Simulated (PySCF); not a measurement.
H9NO2Si3, SMILES N[SiH2]O[SiH2]O[SiH3], singlet at its GFN2-xTB optimised geometry (Å):

```
15

Si     0.2677    -1.9501    -0.9799
O      1.1337    -0.6099    -0.7415
Si     1.3104     0.9600    -0.3715
O     -0.1038     1.6290     0.0000
Si    -1.7285     1.6290     0.0000
N     -2.2644     0.9410    -1.4819
H     -0.8430    -2.0078    -0.0269
H     -0.2507    -1.9066    -2.3522
H      1.2219    -3.0373    -0.7868
H      2.1236     1.0099     0.8338
H      1.8296     1.5994    -1.5710
H     -2.1099     3.0373     0.0000
H     -2.1236     0.9165     1.2218
H     -1.7644     0.1501    -1.8559
H     -3.2501     0.8487    -1.6608
```

Calculation: PySCF with PBE0/def2-TZVP.

Map of the log10 of the electron density (e/bohr³), floored at −4 on the plane z = 1.0 Å:

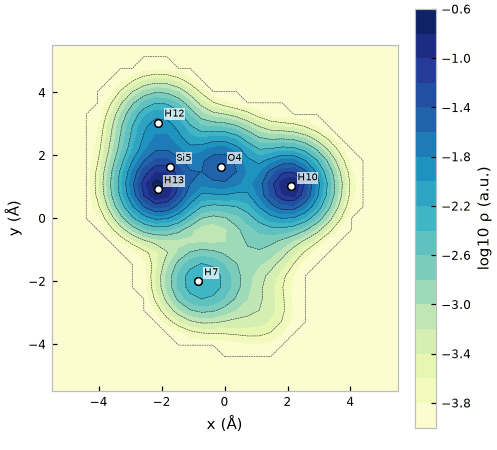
*Log10 of the electron density (e/bohr³), floored at −4 on the plane z = 1.0 Å.*
